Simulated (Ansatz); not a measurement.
# BSi2H6O (charge +1): geometry relaxation (part 1 of 2)

System: BSi2H6O, charge +1, SMILES [SiH2+]BO[SiH3].
Method: RKS revPBE/6-31G (Ansatz 0.2.0).

It belongs to a series of runs on one base structure; here: start relaxed.

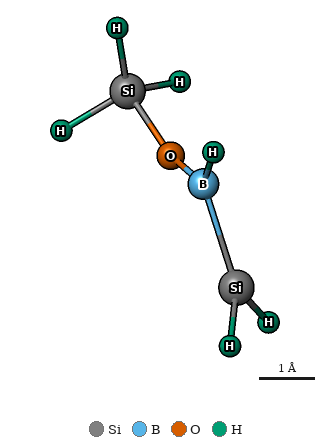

**Figure 1.** The structure as given in the input (ball-and-stick view, seen at an oblique angle). Bond lengths as drawn: B–H 1.18 Å, B–O 1.29 Å, B–Si 2.02 Å, H–Si 1.46 to 1.47 Å and O–Si 1.67 Å.

### Results in brief

```json
{"quantity": "outcome", "value": "converged"}
{"quantity": "total energy", "value": "−18561.8791 eV"}
{"quantity": "mean-field energy", "value": "−18561.8791 eV"}
{"quantity": "largest force (length of the vector) at the end", "value": "0.013 eV/Å"}
{"quantity": "hardware", "value": "1 thread of Arm Neoverse V2, 24 GiB of memory available, shared host"}
{"quantity": "wall time", "value": "35 s"}
{"quantity": "peak memory", "value": "0.12 GiB"}
```

### Input file
```yaml
crystal:
  periodic: [false, false, false]
  atoms:
    - { symbol: Si, position_ang: [-1.60792, 1.73004, 0.19484] }
    - { symbol: B, position_ang: [0.22754, 0.95199, -0.10807] }
    - { symbol: O, position_ang: [0.33067, -0.3316, -0.02741] }
    - { symbol: Si, position_ang: [1.10559, -1.81152, -0.07603] }
    - { symbol: H, position_ang: [-2.26121, 2.79419, -0.57879] }
    - { symbol: H, position_ang: [-2.61373, 1.31544, 1.18472] }
    - { symbol: H, position_ang: [1.14364, 1.65546, -0.35825] }
    - { symbol: H, position_ang: [0.271, -2.47696, -1.0701] }
    - { symbol: H, position_ang: [0.90999, -2.21514, 1.31161] }
    - { symbol: H, position_ang: [2.49444, -1.61192, -0.47252] }
total_charge: 1
basis:
  gaussian: { orbitals: "6-31G" }
hamiltonian:
  xc: revpbe
relax:
  f_tol: 0.02
  max_steps: 40
scf:
  lower_state_search: "off"
```

Command:
```bash
ansatz run input.yaml --threads 1 --pin off --max-ram 2048MiB --backend cpu --events-out ev --progress --plain --runs-dir out
```

### The program's output
```
The last accepted step is kept in [file] (removed where the run ends without a failure and the disk answers)
Engine: ansatz 0.2.0, aarch64-unknown-linux-gnu
Functional definition: revPBE
  parameter kappa = 1.245
  parameter beta = 0.06672455060314922
  exchange = pbe_x(kappa = kappa, mu = beta*pi^2/3)
  correlation = pbe_c(beta = beta)
these checks for a lower state are left out or cut short: stability, starts, cluster_reference, orbital_swaps, neighbouring_geometries, increment
721 factors; integrals over basis functions are off by at most 2.1e-4 eV
mean field evaluation 1: about -18547.7978 eV, gradient 8.2e1 eV
mean field evaluation 2: about -18409.1907 eV, gradient 2.0e2 eV
mean field evaluation 4: about -18560.6338 eV, gradient 1.1e1 eV
mean field evaluation 8: about -18561.0668 eV, gradient 1.8e-1 eV
mean field evaluation 16: about -18561.0669 eV, gradient 1.1e-5 eV
mean field -18561.06690364 eV, -682.1066275656 hartree, gradient 1.2e-6 eV, S^2 0.000000; 0 other end points of the search recorded, 0 dependent functions left out
the calculation of the forces begins
reference -18561.06695735 eV, -682.1066295394 hartree; 23, 23 occupied and 33, 33 virtual orbitals, 721 factors
relax step   1: F+E_penalty+E_count = -18561.06690364 eV  Δ(F+E_penalty+E_count) = +0.000e0 eV  max|allowed force component| = 2.127e0 eV/Å  Δτ_max = 0.0000 Å  (15 SCF iters, accepted)
these checks for a lower state are left out or cut short: stability, starts, cluster_reference, orbital_swaps, neighbouring_geometries, increment
721 factors; integrals over basis functions are off by at most 2.2e-4 eV
mean field -18561.48293536 eV, -682.1219164494 hartree, gradient 6.5e-6 eV, S^2 0.000000; 0 other end points of the search recorded, 0 dependent functions left out
[... from here on the field's lines of each further geometry are left out, up to the last ...]
relax step   2: F+E_penalty+E_count = -18561.48293536 eV  Δ(F+E_penalty+E_count) = -4.160e-1 eV  max|allowed force component| = 1.501e0 eV/Å  Δτ_max = 0.1493 Å  (18 SCF iters, accepted)
relax step   3: F+E_penalty+E_count = -18561.57474973 eV  Δ(F+E_penalty+E_count) = -9.181e-2 eV  max|allowed force component| = 5.693e-1 eV/Å  Δτ_max = 0.0640 Å  (18 SCF iters, accepted)
relax step   4: F+E_penalty+E_count = -18561.58720525 eV  Δ(F+E_penalty+E_count) = -1.246e-2 eV  max|allowed force component| = 1.069e0 eV/Å  Δτ_max = 0.2000 Å  (17 SCF iters, accepted)
relax step   5: F+E_penalty+E_count = -18561.61561909 eV  Δ(F+E_penalty+E_count) = -2.841e-2 eV  max|allowed force component| = 3.026e-1 eV/Å  Δτ_max = 0.1015 Å  (19 SCF iters, accepted)
relax step   6: F+E_penalty+E_count = -18561.63769016 eV  Δ(F+E_penalty+E_count) = -2.207e-2 eV  max|allowed force component| = 1.996e-1 eV/Å  Δτ_max = 0.1289 Å  (19 SCF iters, accepted)
relax step   7: F+E_penalty+E_count = -18561.64745011 eV  Δ(F+E_penalty+E_count) = -9.760e-3 eV  max|allowed force component| = 3.524e-1 eV/Å  Δτ_max = 0.1954 Å  (17 SCF iters, accepted)
relax step   8: F+E_penalty+E_count = -18561.66352365 eV  Δ(F+E_penalty+E_count) = -1.607e-2 eV  max|allowed force component| = 2.113e-1 eV/Å  Δτ_max = 0.0586 Å  (19 SCF iters, accepted)
relax step   9: F+E_penalty+E_count = -18561.68604220 eV  Δ(F+E_penalty+E_count) = -2.252e-2 eV  max|allowed force component| = 1.893e-1 eV/Å  Δτ_max = 0.1954 Å  (18 SCF iters, accepted)
relax step  10: F+E_penalty+E_count = -18561.70956189 eV  Δ(F+E_penalty+E_count) = -2.352e-2 eV  max|allowed force component| = 1.792e-1 eV/Å  Δτ_max = 0.1999 Å  (18 SCF iters, accepted)
relax step  11: F+E_penalty+E_count = -18561.73907863 eV  Δ(F+E_penalty+E_count) = -2.952e-2 eV  max|allowed force component| = 2.183e-1 eV/Å  Δτ_max = 0.1951 Å  (19 SCF iters, accepted)
relax step  12: F+E_penalty+E_count = -18561.77710155 eV  Δ(F+E_penalty+E_count) = -3.802e-2 eV  max|allowed force component| = 2.386e-1 eV/Å  Δτ_max = 0.1951 Å  (19 SCF iters, accepted)
relax step  13: F+E_penalty+E_count = -18561.83128274 eV  Δ(F+E_penalty+E_count) = -5.418e-2 eV  max|allowed force component| = 3.484e-1 eV/Å  Δτ_max = 0.1951 Å  (19 SCF iters, accepted)
relax step  14: F+E_penalty+E_count = -18561.86852875 eV  Δ(F+E_penalty+E_count) = -3.725e-2 eV  max|allowed force component| = 5.141e-1 eV/Å  Δτ_max = 0.1982 Å  (19 SCF iters, accepted)
relax step  15: F+E_penalty+E_count = -18561.85611434 eV  Δ(F+E_penalty+E_count) = +1.241e-2 eV  max|allowed force component| = 8.942e-1 eV/Å  Δτ_max = 0.0589 Å  (19 SCF iters, rejected (line search))
relax step  16: F+E_penalty+E_count = -18561.87618727 eV  Δ(F+E_penalty+E_count) = -7.659e-3 eV  max|allowed force component| = 1.373e-1 eV/Å  Δτ_max = 0.0295 Å  (20 SCF iters, accepted)
relax step  17: F+E_penalty+E_count = -18561.87855692 eV  Δ(F+E_penalty+E_count) = -2.370e-3 eV  max|allowed force component| = 8.807e-2 eV/Å  Δτ_max = 0.0381 Å  (20 SCF iters, accepted)
relax step  18: F+E_penalty+E_count = -18561.87422886 eV  Δ(F+E_penalty+E_count) = +4.328e-3 eV  max|allowed force component| = 2.191e-1 eV/Å  Δτ_max = 0.0306 Å  (20 SCF iters, rejected (line search))
the calculation of the forces begins
reference -18561.87907480 eV, -682.1364743054 hartree; 23, 23 occupied and 33, 33 virtual orbitals, 721 factors
relax step  19: F+E_penalty+E_count = -18561.87902422 eV  Δ(F+E_penalty+E_count) = -4.673e-4 eV  max|allowed force component| = 3.083e-2 eV/Å  Δτ_max = 0.0153 Å  (13 SCF iters, accepted)
these checks for a lower state are left out or cut short: stability, starts, cluster_reference, orbital_swaps, neighbouring_geometries, increment
721 factors; integrals over basis functions are off by at most 2.2e-4 eV
mean field -18561.87909397 eV, -682.1364750098 hartree, gradient 1.3e-6 eV, S^2 0.000000; 0 other end points of the search recorded, 0 dependent functions left out
the calculation of the forces begins
reference -18561.87914453 eV, -682.1364768678 hartree; 23, 23 occupied and 33, 33 virtual orbitals, 721 factors
relax step  20: F+E_penalty+E_count = -18561.87909397 eV  Δ(F+E_penalty+E_count) = -6.974e-5 eV  max|allowed force component| = 1.246e-2 eV/Å  Δτ_max = 0.0069 Å  (12 SCF iters, accepted)
```

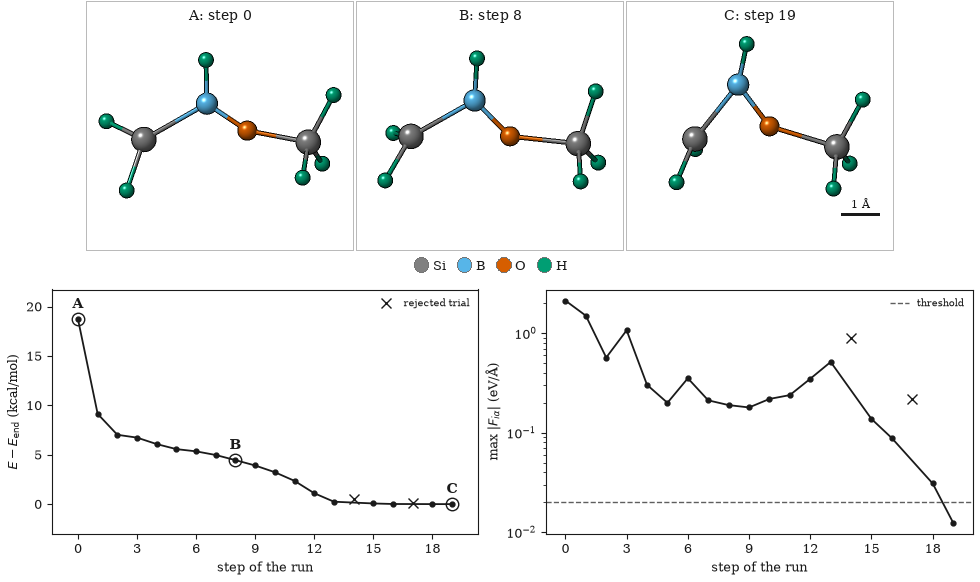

**Figure 2.** Frames of the relaxation (ball-and-stick view, seen at a tilt) above the curves, on which the letters mark them (the first geometry is step 0 here and step 1 in the log).

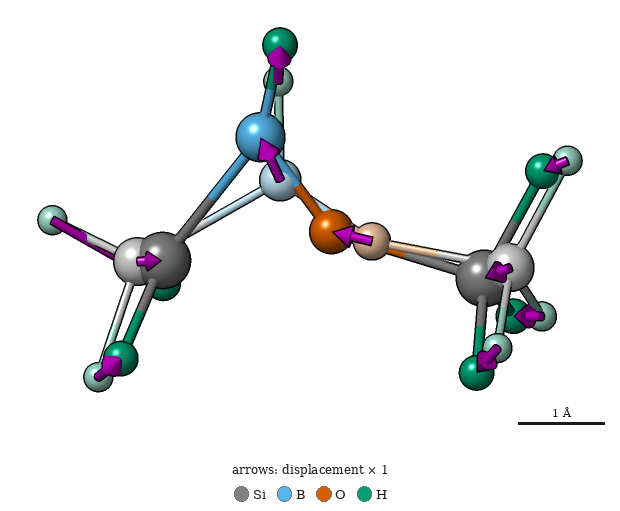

**Figure 3.** Start (faint) and end (solid) with the displacements as pink arrows, at true length (ball-and-stick view, seen at a tilt). The two geometries are laid on each other by the best rigid fit. The atom that moves furthest after the best rigid fit is H5 (1.55 Å). Largest moves by element: H 1.55 Å, B 0.61 Å, O 0.49 Å, Si 0.38 Å. Among the contacts that change: O3–Si4 1.671 → 1.875 Å, B2–O3 1.290 → 1.403 Å, Si4–H10 1.458 → 1.502 Å, Si1–H5 1.469 → 1.505 Å. Among the angles that change: Si1–B2–O3 116.6° → 72.8°, Si1–B2–H7 120.5° → 155.6°, B2–O3–Si4 156.4° → 141.0°. After 19 geometry steps the energy has fallen by 18.7 kcal/mol. The largest force component goes from 2.1 to 0.012 eV/Å. The line search rejected the trial steps at points 14, 17 (counted from 0) and went back. (Atoms are counted from 1 in the order of the input.)

```
Total energy: -18561.87914453 eV, -682.1364768678 hartree
Atom 0 at    -1.410534     1.499378     0.178273 Å, force     0.012462     0.003472     0.000933 eV/Å
Atom 1 at     0.583963     1.441404     0.015505 Å, force    -0.007378     0.010254    -0.000507 eV/Å
Atom 2 at     0.128144     0.115100    -0.004735 Å, force    -0.007918    -0.000937     0.001192 eV/Å
Atom 3 at     0.766963    -1.643295    -0.131914 Å, force     0.001234    -0.008248     0.000077 eV/Å
Atom 4 at    -2.285526     1.324452    -1.033623 Å, force    -0.004104    -0.003298    -0.002888 eV/Å
Atom 5 at    -2.085987     1.214834     1.492769 Å, force    -0.000917    -0.002291     0.002730 eV/Å
Atom 6 at     1.678225     1.900180    -0.054488 Å, force     0.005658    -0.000386    -0.000834 eV/Å
Atom 7 at    -0.017401    -2.187246    -1.289302 Å, force     0.004124     0.001267     0.002319 eV/Å
Atom 8 at     0.406991    -2.220325     1.205690 Å, force     0.000081     0.001024    -0.005058 eV/Å
Atom 9 at     2.235171    -1.444502    -0.378173 Å, force    -0.003242    -0.000857     0.002035 eV/Å
Dipole moment:    -0.131387     0.146569     0.017870 e Å
Checks for a lower state left out: stability, starts, cluster_reference, orbital_swaps, neighbouring_geometries, increment
```

### Trajectory as extended XYZ (Å, eV, eV/Å), 20 frames, from step=1 to step=20
```
10
Properties=species:S:1:pos:R:3:forces:R:3 step=1 energy=-18561.06690
Si   -1.6079    1.7300    0.1948   -0.3387   0.1544   0.0130
B     0.2275    0.9520   -0.1081    0.8139   1.4860  -0.2266
O     0.3307   -0.3316   -0.0274   -1.6227   0.8916   0.2564
Si    1.1056   -1.8115   -0.0760    0.9052  -2.1274  -0.0452
H    -2.2612    2.7942   -0.5788   -0.2011   0.6450  -0.5837
H    -2.6137    1.3154    1.1847   -0.3930  -0.3646   0.6847
H     1.1436    1.6555   -0.3583    0.2091   0.6462  -0.0798
H     0.2710   -2.4770   -1.0701   -0.2943  -0.7544  -0.5333
H     0.9100   -2.2151    1.3116    0.0338  -0.6023   0.7590
H     2.4944   -1.6119   -0.4725    0.8878   0.0255  -0.2445
10
Properties=species:S:1:pos:R:3:forces:R:3 step=2 energy=-18561.48293
Si   -1.6690    1.7915    0.1858   -0.1657   0.0396   0.0606
B     0.2261    1.0108   -0.1019    0.5853   0.3654  -0.1732
O     0.3212   -0.3034   -0.0262   -0.9619   0.8484   0.1258
Si    1.1070   -1.8387   -0.0782    0.6535  -1.5010  -0.0121
H    -2.2857    2.8768   -0.6515   -0.1142   0.1354  -0.1169
H    -2.6246    1.3310    1.2553   -0.1108  -0.0138   0.1216
H     1.1229    1.7691   -0.3416   -0.0248   0.1915   0.0286
H     0.3143   -2.6196   -1.0764   -0.0741  -0.0895  -0.0987
H     0.9553   -2.3547    1.3165   -0.0141  -0.0720   0.1389
H     2.5326   -1.6628   -0.4817    0.2268   0.0961  -0.0747
10
Properties=species:S:1:pos:R:3:forces:R:3 step=3 energy=-18561.57475
Si   -1.6896    1.8201    0.1842   -0.0475   0.0358  -0.0122
B     0.2465    1.0305   -0.1149    0.3684  -0.1634   0.0535
O     0.3164   -0.2984   -0.0354   -0.5253   0.5693   0.0162
Si    1.1199   -1.8859   -0.0800    0.3844  -0.5662  -0.0437
H    -2.3395    2.8903   -0.6720   -0.0260  -0.0153  -0.0124
H    -2.6452    1.3863    1.2801    0.0084   0.0112   0.0065
H     1.1369    1.8180   -0.3088   -0.1037  -0.0048  -0.0076
H     0.3289   -2.6785   -1.0843   -0.0067   0.0518   0.0079
H     0.9713   -2.4107    1.3223   -0.0146   0.0523  -0.0179
H     2.5543   -1.6716   -0.4912   -0.0374   0.0293   0.0097
10
Properties=species:S:1:pos:R:3:forces:R:3 step=4 energy=-18561.58720
Si   -1.6852    1.8360    0.1905    0.0113   0.1228   0.0488
B     0.2573    0.9990   -0.0722   -0.3470   0.8650   0.0745
O     0.1955   -0.3138   -0.0344    0.3039  -1.0693  -0.0627
Si    1.1489   -1.8909   -0.1124   -0.0925  -0.0881   0.0215
H    -2.3900    2.7708   -0.7800   -0.0303  -0.0631  -0.0033
H    -2.6061    1.5599    1.3713    0.0396  -0.0084  -0.0646
H     1.1433    1.7800   -0.2164    0.2690   0.0277  -0.0456
H     0.3705   -2.6701   -1.1364    0.0414   0.0327   0.0180
H     0.9655   -2.3991    1.2912    0.0456  -0.0011  -0.0391
H     2.6003   -1.6719   -0.5011   -0.2410   0.1817   0.0526
```
